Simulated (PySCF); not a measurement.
# [W2Cl]+: singlet, from a linear start

The task is one start of a wider search on [W2Cl]+: the singlet, from a linear start. It is relaxed, tested by its Hessian and followed downhill if it is a saddle.

The runs use PySCF 2.14.0; PBE0, basis Cl def2-TZVP, W def2-TZVP with ECP60, scalar-relativistic core potentials, no spin–orbit coupling, density fitting.

## 1. The starting structure

3 atoms, charge 1, spin multiplicity 1.

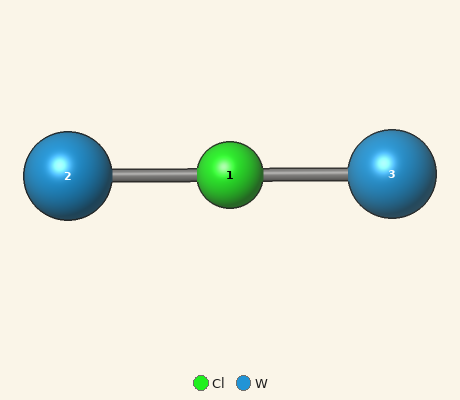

The starting geometry (chlorine green, tungsten blue); atoms are numbered from 1 in the order of the file.

Z-matrix (Å, degrees; charge 1 multiplicity 1):
```
Cl
W  1 2.3128
W  1 2.3128 2 180.00
```

## 2. Linear start, singlet: relaxation

One driver script runs all steps and calls PySCF; scf.py shows how it sets up the SCF of each step. The optimiser is the driver's own. Before each start the driver seeks the lowest SCF state from one or more starting densities and follows internal instabilities, so scf.py alone need not reach the same state.

The program finds D∞h symmetry in the start, which this walk keeps. The walk stops when the largest gradient is under 0.0003 Eh/bohr and the energy has settled too.

File scf.py:

```python
from pyscf import gto, scf, dft
mol = gto.M(atom='''
Cl     0.000000     0.000000     0.000000
W      0.000000     0.000000     2.312800
W      0.000000     0.000000    -2.312800''',
    basis={'Cl': 'def2-TZVP', 'W': 'def2-TZVP'},
    ecp={'W': 'def2-TZVP'},
    charge=1, spin=0)
mf = dft.RKS(mol, xc='PBE0')
mf.grids.atom_grid = (50, 194)
aux = {'Cl': 'def2-universal-JKFIT', 'W': 'def2-universal-JKFIT'}
mf = mf.density_fit(auxbasis=aux)
mf.kernel()
```

The optimiser's trace:

| step | energy (Eh) | change (kJ/mol) | largest symmetric gradient (Eh/bohr) |
| --- | --- | --- | --- |
| 0 | -593.538288 | 0.00 | 0.04938 |
| 1 | -593.553731 | -40.55 | 0.03547 |
| 2 | -593.561158 | -60.05 | 0.01179 |
| 3 | -593.562714 | -64.13 | 0.00434 |
| 4 | -593.562730 | -64.17 | 0.00416 |
| 5 | -593.562828 | -64.43 | 0.00014 |
| 6 | -593.562828 | -64.43 | 0.00001 |

The walk ran for 19 s (4 threads, shared host).

Positions (Å) and forces (eV/Å) along the way, with the part that breaks the symmetry left in:

```
step 0
Cl   0.000   0.000   0.000   0.000   0.000  -2.182
W    0.000   0.000   2.313   0.000   0.000  -1.448
W    0.000   0.000  -2.313   0.000   0.000   3.630
step 1
Cl   0.000   0.000   0.000   0.000   0.000  -2.245
W    0.000   0.000   2.218   0.000   0.000  -0.701
W    0.000   0.000  -2.218   0.000   0.000   2.946
step 3
Cl   0.000   0.000   0.000   0.000   0.000  -2.341
W    0.000   0.000   2.080   0.000   0.000   1.393
W    0.000   0.000  -2.080   0.000   0.000   0.947
step 6
Cl   0.000   0.000   0.000   0.000   0.000  -2.384
W    0.000   0.000   2.094   0.000   0.000   1.191
W    0.000   0.000  -2.094   0.000   0.000   1.192
```

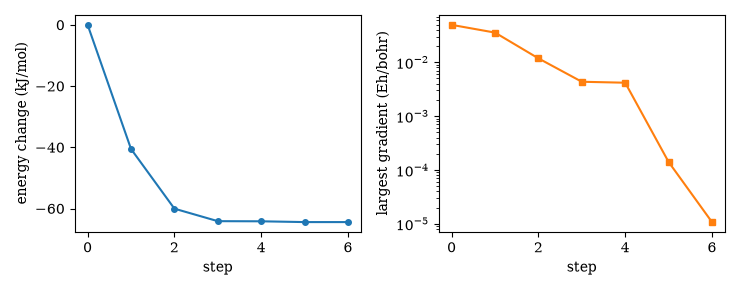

Energy and largest gradient along the walk.

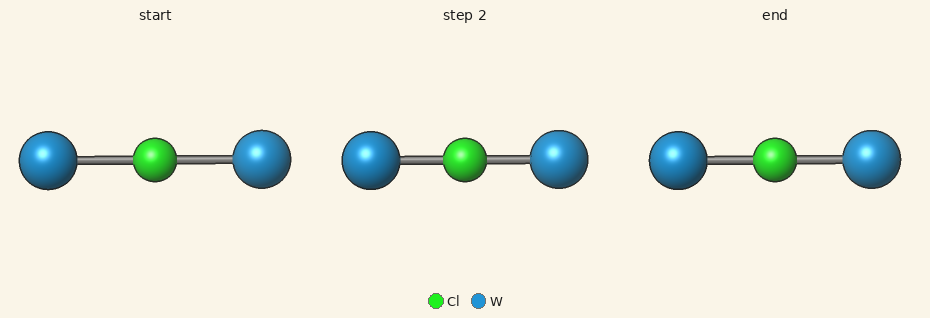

The geometry along the walk, at one scale.

It settles in D∞h symmetry, 64.4 kJ/mol below the start, after 6 steps: Cl–W 2.094 Å (×2); W–Cl–W 180.0°. A gradient of 0.0464 Eh/bohr that breaks the symmetry is left: this electronic state wants a lower symmetry.

## 3. Releasing the symmetry

The geometry is nudged along the force that breaks the symmetry.

The program finds C∞v symmetry in the start, which may break.

scf.py, as its differences from that of step 2:

```diff
@@ -3,3 +3,3 @@
-Cl     0.000000     0.000000     0.000000
-W      0.000000     0.000000     2.312800
-W      0.000000     0.000000    -2.312800''',
+Cl    -0.000000     0.000000    -0.091320
+W      0.000000    -0.000000     2.102592
+W     -0.000000     0.000000    -2.085232''',
```

Energy and gradient, step by step:

```
step  energy (Eh)  change (kJ/mol)  largest gradient (Eh/bohr)
   0  -593.561452             0.00                     0.06245
   1  -593.564766            -8.70                     0.00156
   2  -593.564775            -8.72                     0.00073
   3  -593.564778            -8.73                     0.00002
```

The walk took 11 s.

After 3 steps and 8.7 kJ/mol it ends at C∞v: Cl–W 2.056 Å, Cl–W 2.146 Å; W–Cl–W 180.0°.

## 4. Frequencies

The point is checked on the finer grid, and tightened if its gradient asks for it. The Hessian and the dipole derivatives come from central differences of analytic gradients, with steps of 0.01 bohr.

scf.py, as its differences from that of step 3:

```diff
@@ -3,3 +3,3 @@
-Cl    -0.000000     0.000000    -0.091320
-W      0.000000    -0.000000     2.102592
-W     -0.000000     0.000000    -2.085232''',
+Cl    -0.000000     0.000000    -0.041110
+W      0.000000    -0.000000     2.104730
+W     -0.000000     0.000000    -2.096844''',
@@ -10 +10 @@
-mf.grids.atom_grid = (50, 194)
+mf.grids.atom_grid = (75, 302)
```

The driver hands on the density of the step before, so the log starts near convergence.

SCF at the final geometry:

```text
init E= -593.564789371397
  HOMO = -0.367460302968937  LUMO = -0.323051622754081  gap/eV = 1.20842
cycle= 1 E= -593.564789363693  delta_E= 7.7e-09  |g|= 0.000186  |ddm|= 0.000221
  HOMO = -0.367398793991225  LUMO = -0.323110673810296  gap/eV = 1.20514
cycle= 2 E= -593.564788852294  delta_E= 5.11e-07  |g|= 0.00129  |ddm|= 0.00117
  HOMO = -0.367452445131719  LUMO = -0.323058587573413  gap/eV = 1.20802
cycle= 3 E= -593.564789378803  delta_E= -5.27e-07  |g|= 2.11e-05  |ddm|= 0.00101
  HOMO = -0.367452392571155  LUMO = -0.32305847709968  gap/eV = 1.20802
cycle= 4 E= -593.564789377978  delta_E= 8.25e-10  |g|= 2.17e-05  |ddm|= 3.39e-05
  HOMO = -0.36745266572626  LUMO = -0.323058792363285  gap/eV = 1.20802
cycle= 5 E= -593.564789362753  delta_E= 1.52e-08  |g|= 6.96e-06  |ddm|= 0.00117
  HOMO = -0.36745255987326  LUMO = -0.323058956685914  gap/eV = 1.20801
cycle= 6 E= -593.564789362634  delta_E= 1.19e-10  |g|= 1.66e-06  |ddm|= 0.000118
  HOMO = -0.367452550781149  LUMO = -0.323058908408747  gap/eV = 1.20801
cycle= 7 E= -593.564789362637  delta_E= -3.87e-12  |g|= 1.08e-06  |ddm|= 7.19e-06
  HOMO = -0.367452249254686  LUMO = -0.323059154193695  gap/eV = 1.20800
Extra cycle  E= -593.564789362624  delta_E= 1.34e-11  |g|= 6.39e-06  |ddm|= 7.03e-06
converged SCF energy = -593.564789362624
```

The whole step took 32 s.

Geometry: C∞v; Cl–W 2.056 Å, Cl–W 2.146 Å; W–Cl–W 180.0°.

Modes, for the most abundant isotopes:

```csv
symmetry,ω (cm⁻¹),IR (km/mol),μ (u)
π,103,12.2,37.61
σ+,165,6.6,181.28
σ+,678,39.3,37.73
```

Every mode is real; the point is a minimum.

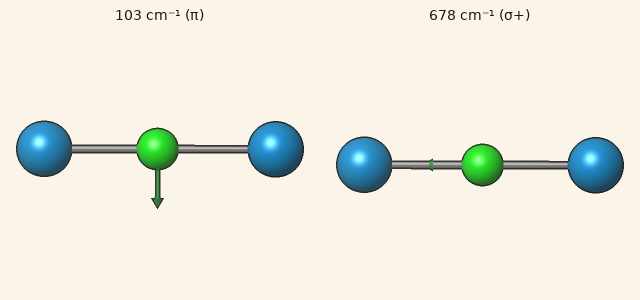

Displacements of 2 of the modes, as arrows (one member where a mode is degenerate).

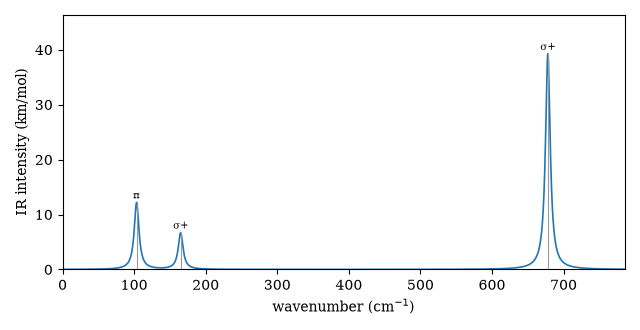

The harmonic infrared spectrum (widths in cm⁻¹). Lines are broadened to a width of 8 cm⁻¹ (Lorentzian).

Constants and moments:

```yaml
Dipole_moment_about_the_centre_of_mass: 0.44 D
Highest_occupied_level: -10.00 eV
Lowest_empty_level: -8.79 eV
Rotational_constants: 0.01038 cm⁻¹
Zero-point_energy: 6.3 kJ/mol
Principal_polarisabilities: 95.2, 95.2, 237.7 bohr³
Principal_traceless_quadrupole_moments_about_the_centre_of_mass: -22.37, -22.37, 44.75 D Å
Entropy_at_298.15_K_and_1_bar: 314.5 J/(mol K)
Heat_capacity_Cp_at_298.15_K: 56.9 J/(mol K)
Enthalpy_at_298.15_K_above_0_K: 14.44 kJ/mol
Rotational_symmetry_number: 1
```

Charges (e) and bond orders:

```json
{"atom": "Cl1", "Mulliken": "-0.08", "Löwdin": "0.50", "polar tensor": "0.18", "Mayer order to Cl1": "–"}
{"atom": "W2", "Mulliken": "0.52", "Löwdin": "0.30", "polar tensor": "0.17", "Mayer order to Cl1": "1.13"}
{"atom": "W3", "Mulliken": "0.55", "Löwdin": "0.20", "polar tensor": "0.65", "Mayer order to Cl1": "1.56"}
```

Mulliken populations on Cl1: s 5.88, p 10.87, d 0.32, f 0.01.

## 5. Would spin polarisation lower it?

At the lowest minimum the closed shell is tested against spin polarisation, on the (50, 194) grid. It is unstable: an open-shell solution lies lower. That solution was not followed to a minimum here.

## 6. Summary of results

| quantity | value |
| --- | --- |
| minimum | singlet, C∞v (closed shell, unstable towards spin polarisation) |
| geometry | Cl–W 2.056 Å, Cl–W 2.146 Å; W–Cl–W 180.0° |
| wavenumbers (cm⁻¹) | 103 (π), 165 (σ+), 678 (σ+) |
| dipole moment (centre of mass) | 0.44 D |
| highest occupied, lowest empty level | -10.00, -8.79 eV |
| polar-tensor charge of Cl1 | +0.18 e |
| zero-point energy | 6.3 kJ/mol |

In words: The linear start (D∞h) ends in a minimum of C∞v symmetry. The strongest infrared band lies at 678 cm⁻¹ (σ+). Only this shape and spin were tried, so other structures or states may lie lower. The small gap makes a closed-shell description doubtful. Spin polarisation would lower this closed shell, so its numbers describe a constrained state. With an element this heavy the missing spin–orbit coupling can shift these numbers.

The search up to here ran for 71 s (4 threads, shared host).
